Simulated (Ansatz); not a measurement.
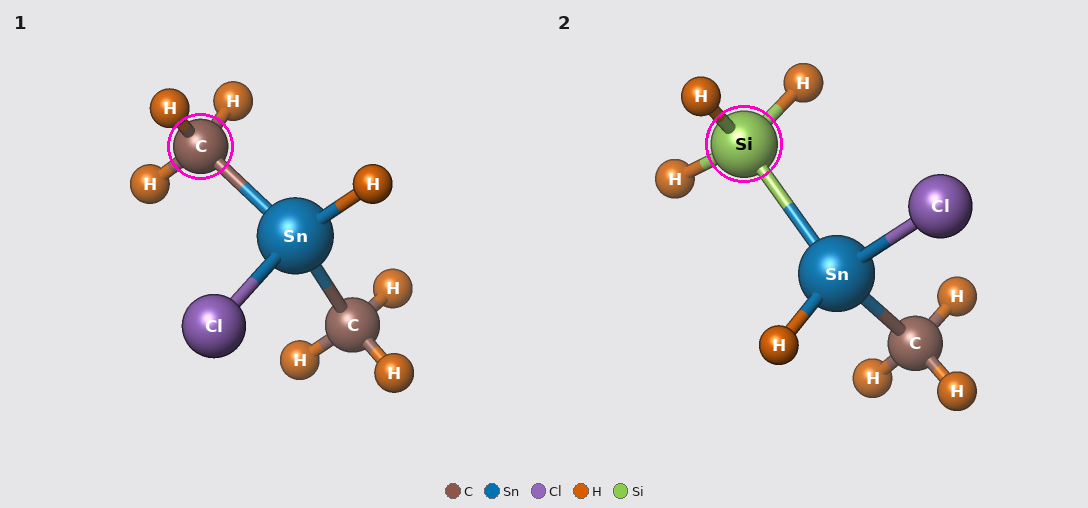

2 molecules with one skeleton, seen from the same side and at one scale; the atom that differs is circled. Charge 0, singlet. Computed geometries: PBE0-D4/def2-TZVP optimisations, one conformation each. Properties computed with Ansatz 0.2.0. Elements past Kr carry core potentials.

One atom differs, called X below: C in panel 1, Si in panel 2. Their formulas are C2H7ClSn (`[CH3][SnH]([CH3])[Cl]`), CH7ClSiSn (`[CH3][Sn@H]([SiH3])[Cl]`).

### In which is the dipole moment larger (B3LYP-D4/def2-TZVPP)?

In panel 1 (X = C).

### In which is the HOMO–LUMO gap larger (ωB97M-V/def2-QZVPP)?

In panel 1 (X = C).

Give the values. With PBE0-D4/def2-TZVP: mean length of X–H (Å), length of X–Sn (Å), mean angle Sn–X–H (°). With ωB97M-V/def2-QZVPP: HOMO energy (Kohn–Sham orbital) (eV), HOMO–LUMO gap (eV). With B3LYP-D4/def2-TZVPP: dipole moment (D).

```tsv
quantity	1 (C)	2 (Si)	2 − 1
mean length of X–H (Å)	1.090	1.486	+0.396
length of X–Sn (Å)	2.130	2.564	+0.434
mean angle Sn–X–H (°)	109.7	109.5	−0.2
HOMO energy (Kohn–Sham orbital) (eV)	−10.26	−9.84	+0.42
HOMO–LUMO gap (eV)	11.34	10.56	−0.78
dipole moment (D)	3.18	2.97	−0.21
```
